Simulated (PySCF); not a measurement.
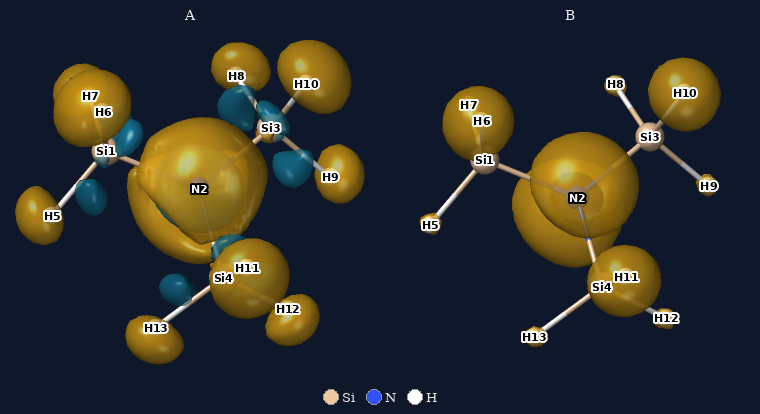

*H9NSi3, SMILES `[SiH3]N([SiH3])[SiH3]`. The Fukui function f⁻ from two separate SCF calculations and the density of the HOMO, at ±0.02 e/Å³ (yellow positive, teal negative).*

Computed with PySCF, PBE0/def2-TZVP, geometry: GFN2-xTB. No frequency check shows the geometry to be a minimum.

Coordinates in Å:

```
Si1      1.6766    0.4611   -0.0128
N2       0.0003    0.0000    0.1286
Si3     -1.2377    1.2212   -0.0127
Si4     -0.4390   -1.6823   -0.0126
H5       2.4744   -0.5674    0.6511
H6       2.0633    0.5668   -1.4246
H7       1.8359    1.7534    0.6511
H8      -0.7456    2.4267    0.6510
H9      -2.4362    0.7134    0.6512
H10     -1.5236    1.5023   -1.4245
H11     -0.5408   -2.0701   -1.4245
H12     -1.7286   -1.8589    0.6512
H13      0.6006   -2.4664    0.6511
```

> Which panel is which, and how good is the frozen-orbital picture?

A is f⁻ (it has negative regions), B the HOMO density. The HOMO lies on N2 (46 %), Si1, Si3 and Si4 (9 % each) and H6, H10 and H11 (6 % each); f⁻ (Hirshfeld-condensed) is largest on N2 (0.20); the vertical ionisation energy is 9.37 eV (the stability of the cation's solution wasn't checked). Relaxation shifts 25 % of the electron between atoms. The orbital energy is −7.60 eV.
